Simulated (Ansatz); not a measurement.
Cost and result by functional for the surface energy of the (111) surface of fcc Al in its 1x1 cell, outermost plane spacing 2.33 Å in the ideal cut, in Ansatz (plane waves, PAW). Single points on the PBE structure, on one kind of machine; costs are rough ratios of the slab run's core time (references not counted) to the cheapest single point. r2SCAN's cost holds its higher cutoff (500 against 420 eV). Differences are taken against r2SCAN for comparison alone: no measured value is at hand, so the table doesn't rank accuracy.

Set-up: 6 atoms, 11.7 Å thick at the start; mesh 15x15x1; 0.1 eV smearing; dipole correction on; all atoms relaxed; held to the start's symmetry, so lower structures may exist; no spin, no spin-orbit, no U. These notes are the PBE run's.

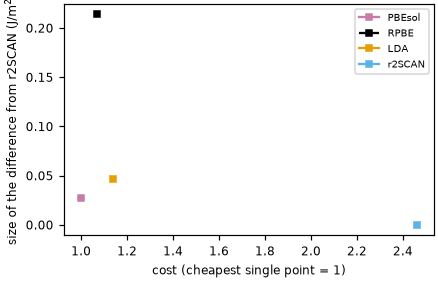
Fig. 1. Difference from r2SCAN against cost

| functional | relative cost | surface energy (J/m²) | less r2SCAN (J/m²) |
|---|---|---|---|
| PBEsol | 1 | 0.97 | 0.03 |
| RPBE | 1 | 0.73 | -0.21 |
| LDA | 1 | 0.99 | 0.05 |
| r2SCAN | 2 | 0.94 | 0.00 |
| PBE (the relaxed run's value) | – | 0.82 | -0.12 |

The values span 0.26 J/m², while the single points' costs differ by a factor of roughly 2. Differences are of unrounded values.

Ansatz is a program for electronic structure.
